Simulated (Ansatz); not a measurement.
# GaPHO (quartet): one geometry, many settings

Aim: run GaPHO (quartet) at one geometry under a spread of methods and options, and see what each costs and gives.

Method: the settings change from run to run; program: Ansatz 0.2.0, Gaussian basis.

32 further runs of the same task are left out: 3 for a known fault of the program, 14 that didn't finish, 15 set aside as unsound or not needed. Runs told in other sessions of the task aren't counted.

## Step 1: The system

The geometry is a PBE0/def2-TZVP stationary point (not a proven minimum) of the parent state, kept for this charge and spin. No spin-orbit coupling is included. The filled d shell of Ga may be among the frozen orbitals whatever the setting's name suggests.

4 atoms, charge 0, spin multiplicity 4.

Atoms are counted from 1 here; the program's logs count them from 0.

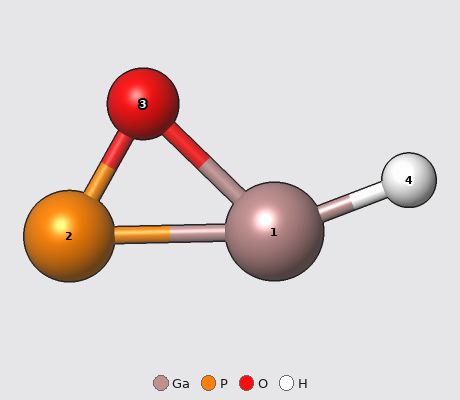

The geometry (gallium pink, phosphorus orange, oxygen red, hydrogen white); atoms are numbered from 1 in the order of the file.

## Step 2: CCSD on ROHF/def2-SVP

The input, in.yaml:

```yaml
crystal:
  periodic: [false, false, false]
  atoms:
    - {symbol: Ga, position_ang: [0.000000, 0.098964, 0.771595]}
    - {symbol: P, position_ang: [0.000000, 0.376024, -1.409922]}
    - {symbol: O, position_ang: [0.000000, -1.121443, -0.768476]}
    - {symbol: H, position_ang: [0.000000, -0.599735, 2.150715]}
basis:
  gaussian: {orbitals: def2-SVP}
magnetization: {spin_polarized: false, initial_magnetization: 3}
correlation: {method: ccsd, electrons: outside_noble_gas}
output: {forces: true}
```

Launch:

```sh
$ ansatz run in.yaml --threads 1 --pin off --events-out ev --progress --plain --max-ram 2393MiB
```

Output, cut to the lines that bear on the results:

```text
Functional definition: HF
  name "HF"
  cite "Fock, Z. Phys. 61, 126 (1930) doi:10.1007/BF01340294"
  parent pbe
[...]
657 factors; integrals over basis functions are off by at most 1.3e-3 eV
[...]
mean field -63644.22312859 eV, -2338.8820603720 hartree, gradient 1.8e-6 eV, S^2 3.750000; 13 other end points of the search recorded, 0 dependent functions left out
[...]
determinant -63644.22312859 eV, -2338.8820603720 hartree, with singles and doubles -63654.02545258 eV, -2339.2422891341 hartree
determinant -63643.60045822 eV, -2338.8591776578 hartree, with singles and doubles -63653.55361432 eV, -2339.2249493980 hartree
determinant -63641.62146869 eV, -2338.7864511339 hartree, with singles and doubles -63650.49623468 eV, -2339.1125927684 hartree
determinant -63641.45070289 eV, -2338.7801756065 hartree, with singles and doubles -63650.34941601 eV, -2339.1071972819 hartree
determinant -63644.22312859 eV, -2338.8820603720 hartree, with singles and doubles -63654.02694492 eV, -2339.2423439769 hartree
determinant -63643.60045822 eV, -2338.8591776578 hartree, with singles and doubles -63653.55373991 eV, -2339.2249540133 hartree
20 core orbitals not correlated, not the lowest: weight in the atoms' cores, before any rotation towards them, 0.831 or more for the frozen orbitals, at most 0.181 for the correlated occupied ones
reference -63644.22312859 eV, -2338.8820603720 hartree; 9, 6 occupied and 40, 43 virtual orbitals, 657 factors
second order -9.16320029 eV of doubles, -0.13204077 eV of singles
cycle   1  -9.80381837 eV  change   -2.0e-6 eV  update   3.9e-6
[...]
cycle   6  -9.80382143 eV  change    4.7e-8 eV  update   1.7e-7
[...]
Total energy: -63654.02695003 eV, -2339.2423441643 hartree
Atom 0 at     0.000000     0.098964     0.771595 Å, force     0.000000     0.183034     3.857522 eV/Å
Atom 1 at     0.000000     0.376024    -1.409922 Å, force    -0.000000     0.020062    -5.409978 eV/Å
Atom 2 at     0.000000    -1.121443    -0.768476 Å, force     0.000000     0.876008     0.570253 eV/Å
Atom 3 at     0.000000    -0.599735     2.150715 Å, force     0.000000    -1.079105     0.982203 eV/Å
Dipole moment:     0.000000     0.248793    -0.042066 e Å
```

Wall time 39 s (1 thread of Arm Neoverse V1, shared host).

From the report: correlation -9.8038 eV; T1 0.033; largest double amplitude 0.03.

## Step 3: NEVPT4(SD)(9,7)/STO-3G

in.yaml: that of step 2 with these lines changed.

```diff
@@ -8,5 +8,4 @@
 basis:
-  gaussian: {orbitals: def2-SVP}
+  gaussian: {orbitals: STO-3G, fitting: {mean_field: def2-universal-jkfit}}
 magnetization: {spin_polarized: false, initial_magnetization: 3}
-correlation: {method: ccsd, electrons: outside_noble_gas}
-output: {forces: true}
+correlation: {method: fic_nevpt4_sd, electrons: outside_noble_gas, active_space: {window: {electrons: 9, orbitals: 7}}}
```

The command is unchanged.

Output, cut to the lines that bear on the results:

```text
Functional definition: HF
  name "HF"
  cite "Fock, Z. Phys. 61, 126 (1930) doi:10.1007/BF01340294"
  parent pbe
[...]
489 factors; integrals over basis functions are off by at most 1.6e-2 eV
[...]
mean field -62919.45874515 eV, -2312.2474605433 hartree, gradient 2.2e-6 eV, S^2 3.750000; 12 other end points of the search recorded, 0 dependent functions left out
reference -62919.45874515 eV, -2312.2474605433 hartree; 29, 26 occupied and 4, 7 virtual orbitals, 489 factors
state -62920.91026754 eV, -2312.3008030072 hartree
state -62920.91026754 eV, -2312.3008030072 hartree; corrected -62923.58104028 eV, -2312.3989520953 hartree
state -62920.77586212 eV, -2312.2958636991 hartree
state -62920.77586212 eV, -2312.2958636991 hartree; corrected -62923.48485796 eV, -2312.3954174601 hartree
state -62920.91026754 eV, -2312.3008030072 hartree; corrected -62923.58104028 eV, -2312.3989520953 hartree
Total energy: -62923.58104028 eV, -2312.3989520953 hartree
```

Run time: 19 s. Hardware: 1 thread of Arm Neoverse V1, shared host.

From the report: 245 determinants; active occupations 1.99, 1.96, 1.90, 1.03, 1.00, 1.00, 0.11.

## Step 4: MP2 on UHF/cc-pVDZ

The input, in.yaml:

```yaml
crystal:
  periodic: [false, false, false]
  atoms:
    - {symbol: Ga, position_ang: [0.000000, 0.098964, 0.771595]}
    - {symbol: P, position_ang: [0.000000, 0.376024, -1.409922]}
    - {symbol: O, position_ang: [0.000000, -1.121443, -0.768476]}
    - {symbol: H, position_ang: [0.000000, -0.599735, 2.150715]}
basis:
  gaussian: {orbitals: cc-pVDZ}
magnetization: {spin_polarized: true, initial_magnetization: 3}
correlation: {method: mp2, electrons: valence}
output: {forces: true}
```

Launched as before.

Output, cut to the lines that bear on the results:

```text
Functional definition: HF
  name "HF"
  cite "Fock, Z. Phys. 61, 126 (1930) doi:10.1007/BF01340294"
  parent pbe
[...]
685 factors; integrals over basis functions are off by at most 7.9e-4 eV
[...]
mean field -63655.15808897 eV, -2339.2839127539 hartree, gradient 2.4e-6 eV, S^2 3.803487; 14 other end points of the search recorded, 0 dependent functions left out
15 core orbitals not correlated: weight in the atoms' cores, before any rotation towards them, 1.000 or more for the frozen orbitals, at most 0.000 for the correlated occupied ones
reference -63655.15808897 eV, -2339.2839127539 hartree; 14, 11 occupied and 35, 38 virtual orbitals, 685 factors
second order -9.39028223 eV of doubles, -0.00000000 eV of singles
[...]
Total energy: -63664.54837120 eV, -2339.6289992608 hartree
Atom 0 at     0.000000     0.098964     0.771595 Å, force     0.000000    -0.093504     3.901891 eV/Å
Atom 1 at     0.000000     0.376024    -1.409922 Å, force     0.000000     0.662023    -5.774135 eV/Å
Atom 2 at     0.000000    -1.121443    -0.768476 Å, force    -0.000000     0.420049     1.047631 eV/Å
Atom 3 at     0.000000    -0.599735     2.150715 Å, force    -0.000000    -0.988568     0.824613 eV/Å
Dipole moment:     0.000000     0.256259     0.008172 e Å
```

It took 12 s on 1 thread of Arm Neoverse V1, shared host.

From the report: ⟨S²⟩ of the determinant 3.803 (pure quartet: 3.75).

## Step 5: CCSD(T) on ROHF/cc-pVDZ

in.yaml: that of step 4 with these lines changed.

```diff
@@ -9,4 +9,5 @@
   gaussian: {orbitals: cc-pVDZ}
-magnetization: {spin_polarized: true, initial_magnetization: 3}
-correlation: {method: mp2, electrons: valence}
+magnetization: {spin_polarized: false, initial_magnetization: 3}
+correlation: {method: ccsd_t, electrons: outside_noble_gas, diis_vectors: 2}
+accuracy: high
 output: {forces: true}
```

Launched as before.

Output, cut to the lines that bear on the results:

```text
Functional definition: HF
  name "HF"
  cite "Fock, Z. Phys. 61, 126 (1930) doi:10.1007/BF01340294"
  parent pbe
[...]
1370 factors; integrals over basis functions are off by at most 4.4e-9 eV
[...]
mean field -63654.84065294 eV, -2339.2722471948 hartree, gradient 2.5e-8 eV, S^2 3.750000; 14 other end points of the search recorded, 0 dependent functions left out
[...]
determinant -63654.84065294 eV, -2339.2722471948 hartree, with singles and doubles -63664.66872372 eV, -2339.6334221342 hartree
determinant -63654.22510331 eV, -2339.2496261634 hartree, with singles and doubles -63664.18698579 eV, -2339.6157185918 hartree
determinant -63652.48030491 eV, -2339.1855060048 hartree, with singles and doubles -63662.71893911 eV, -2339.5617688716 hartree
determinant -63652.26362422 eV, -2339.1775431360 hartree, with singles and doubles -63661.14876822 eV, -2339.5040661557 hartree
[...]
reference -63654.84065294 eV, -2339.2722471948 hartree; 9, 6 occupied and 35, 38 virtual orbitals, 1370 factors
second order -9.18975638 eV of doubles, -0.13640681 eV of singles
cycle   1  -9.82954554 eV  change   -2.0e-6 eV  update   4.3e-6
[...]
cycle  18  -9.82954843 eV  change   3.2e-10 eV  update   1.1e-9
perturbative correction -0.36816820 eV, -0.0135299317 hartree
[...]
Total energy: -63665.03836957 eV, -2339.6470063686 hartree
Atom 0 at     0.000000     0.098964     0.771595 Å, force    -0.000000     0.459414     4.110684 eV/Å
Atom 1 at     0.000000     0.376024    -1.409922 Å, force     0.000000     1.005253    -5.863440 eV/Å
Atom 2 at     0.000000    -1.121443    -0.768476 Å, force    -0.000000    -0.345885     0.678634 eV/Å
Atom 3 at     0.000000    -0.599735     2.150715 Å, force     0.000000    -1.118782     1.074122 eV/Å
Dipole moment:     0.000000     0.221563    -0.011847 e Å
```

It took 72 s on 1 thread of Arm Neoverse V1, shared host; peak memory 0.38 GiB.

From the report: correlation -10.1977 eV; T1 0.033; largest double amplitude 0.03.

## Step 6: All runs side by side

Where basis and cores are those of an earlier UCCSDT(Q)/cc-pVDZ run (-63665.1144 eV), and the records show the same count of frozen orbitals and kind of state, the miss against it is given; a blank cell means that this couldn't be shown.

| level | correlated | functions | energy (eV) | from UCCSDT(Q) (meV) | time |
| --- | --- | --- | --- | --- | --- |
| CCSD on ROHF/def2-SVP | outside noble gas | 69 | -63654.0270 |  | 39 s |
| NEVPT4(SD)(9,7)/STO-3G | outside noble gas | 33 | -62923.5810 |  | 19 s |
| MP2 on UHF/cc-pVDZ | valence | 64 | -63664.5484 |  | 12 s |
| CCSD(T) on ROHF/cc-pVDZ | outside noble gas | 64 | -63665.0384 | 76.0 | 72 s |

## Step 7: What came out

| quantity | value |
| --- | --- |
| runs | 4 |
| quickest | MP2 on UHF/cc-pVDZ, 12 s |
| slowest | CCSD(T) on ROHF/cc-pVDZ, 72 s |

In words: Total energies in different bases, with other cores or another treatment of relativity can't be set against each other. «valence» and «outside noble gas» are the program's key words; the logs give how many orbitals each freezes, and for Ga to Kr the 3d shell needn't follow the word's plain sense. CCSD(T) on ROHF/cc-pVDZ took 6 times as long as MP2 on UHF/cc-pVDZ; the jobs differ in more than the method.
